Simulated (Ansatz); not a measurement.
The calculation's input:

```
crystal:
  periodic: [false, false, false]
  atoms:
    - {symbol: Si, position_ang: [0.000410, -0.000544, 0.062813]}
    - {symbol: F, position_ang: [0.008253, -0.016255, 1.681419]}
    - {symbol: Cl, position_ang: [1.936206, 0.010156, -0.590973]}
    - {symbol: Cl, position_ang: [-0.976434, 1.682357, -0.560406]}
    - {symbol: Cl, position_ang: [-0.968435, -1.675704, -0.592843]}
basis:
  gaussian: {orbitals: def2-TZVP, initial_orbitals: start.molden}
hamiltonian: {xc: pbe0, dispersion: d4}
scf: {omitted_lower_state_checks: [starts]}
output: {forces: true, orbitals: {seedname: orbitals}}
```

Launched as:

```sh
ansatz run in.yaml --threads 4 --pin off --events-out ev --progress --plain --max-ram 3916MiB
```

Geometry: PBE-D4/def2-SVP; not at a stationary point (largest force 1.5 eV/Å).

Theory: Ansatz, RKS PBE0-D4/def2-TZVP.

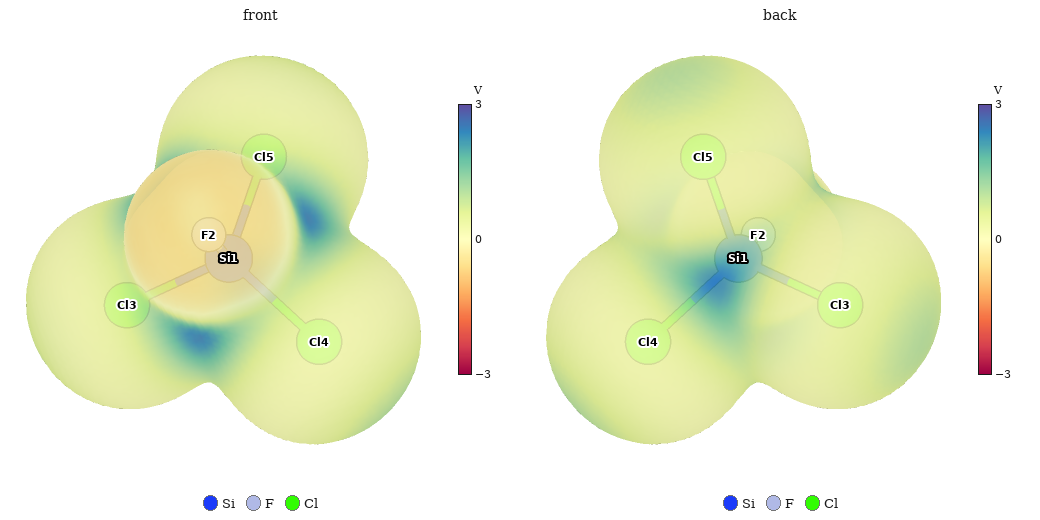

Cl3FSi (SiFCl3). The electrostatic potential painted on the density surface at 0.004 e/bohr³, seen from the front and from behind; red is negative and blue positive.

Q: Describe the electrostatic potential map.

A: The most negative region (about −0.5 V) lies over F2, the most positive (about +2.4 V) over Si1. Cl3 shows a σ-hole: about +1.0 V at the tip opposite its bond, against about +0.2 V on its flanks. Cl4 shows a σ-hole: about +1.0 V at the tip opposite its bond, against about +0.2 V on its flanks. Cl5 shows a σ-hole: about +1.0 V at the tip opposite its bond, against about +0.2 V on its flanks.
